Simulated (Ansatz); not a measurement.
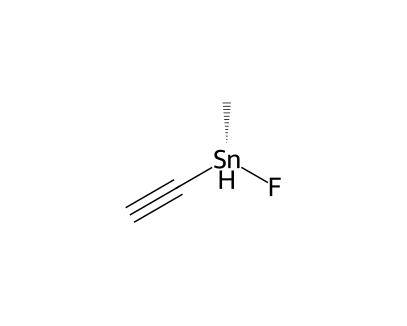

2D structure.

**Transcribe the drawing into SMILES.**

C#[C][Sn@H]([CH3])[F]

**Give the formula, hydrogens included.**

C3H5FSn.

**An optimisation with PBE0-D4/def2-TZVP gave a structure of which point group?**

C1.

More results for the same structure follow; atom numbers are the same in all pictures, views and colours differ. The geometry was computed by an optimisation with PBE0-D4/def2-TZVP.

**Vibrations**

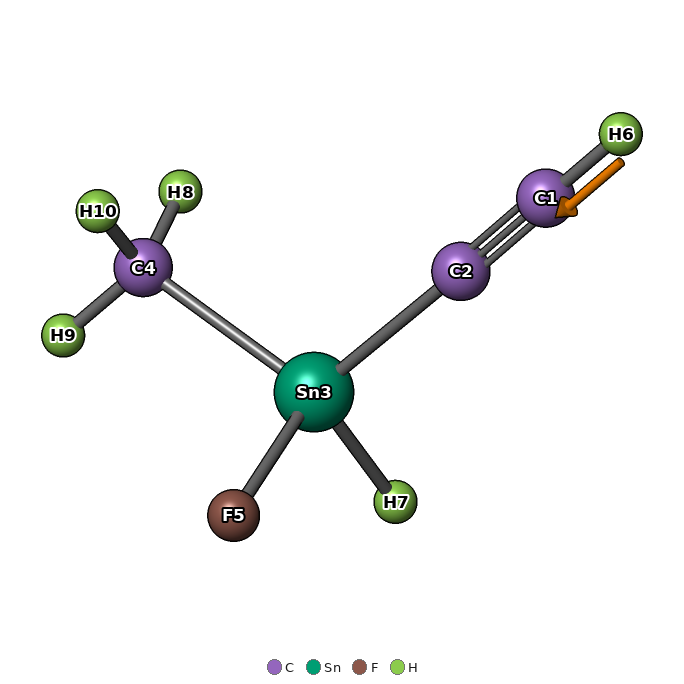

The arrows show one normal mode. Harmonic vibrations computed with RKS PBE0-D4/def2-TZVP, core potentials on Sn (Ansatz 0.2.0) at a stationary point of the same level.

**Describe the motion.**

Mostly C–H stretching.

**At what wavenumber does it lie?**

3462 cm⁻¹; it is mode 24 of 24 counted from the lowest.

**Electronic properties**

Properties computed with RKS B3LYP-D4/def2-TZVPP, core potentials on Sn (Ansatz 0.2.0).

Predict the main results.

- dipole moment: 3.08 D
- HOMO energy (Kohn–Sham orbital): −8.03 eV
- LUMO energy (Kohn–Sham orbital): −0.96 eV
- HOMO–LUMO gap: 7.07 eV
- dispersion correction: −31.0 kJ/mol

**Charges**

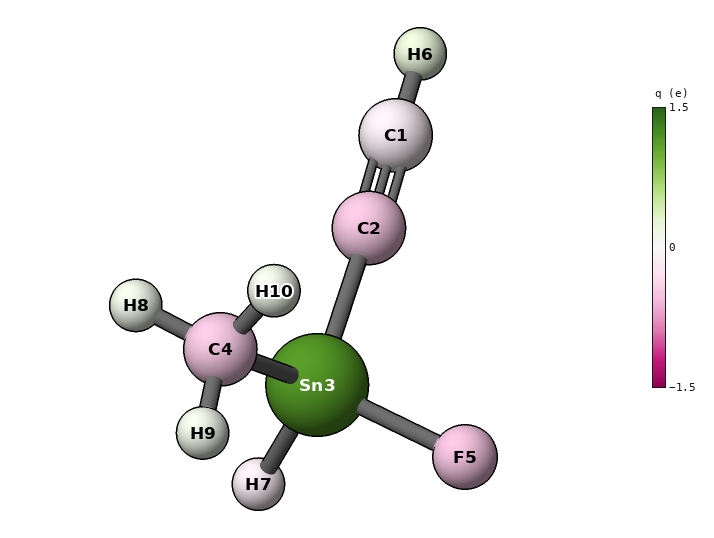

Atoms are coloured by their Mulliken charges. Method: RKS r2SCAN-D4/def2-TZVPP, core potentials on Sn (Ansatz 0.2.0).

**Which atom carries the highest charge (most positive or least negative)?**

Sn3 (1.14 e).

**And the lowest?**

F5 (−0.50 e).

Give the Mulliken charges atom by atom.

| atom | value (e) |
| --- | --- |
| C1 | −0.12 |
| C2 | −0.47 |
| Sn3 | 1.14 |
| C4 | −0.47 |
| F5 | −0.50 |
| H6 | 0.21 |
| H7 | −0.12 |
| H8 | 0.11 |
| H9 | 0.11 |
| H10 | 0.12 |

Mulliken values depend strongly on the basis set and can even reverse the polarity of a bond.
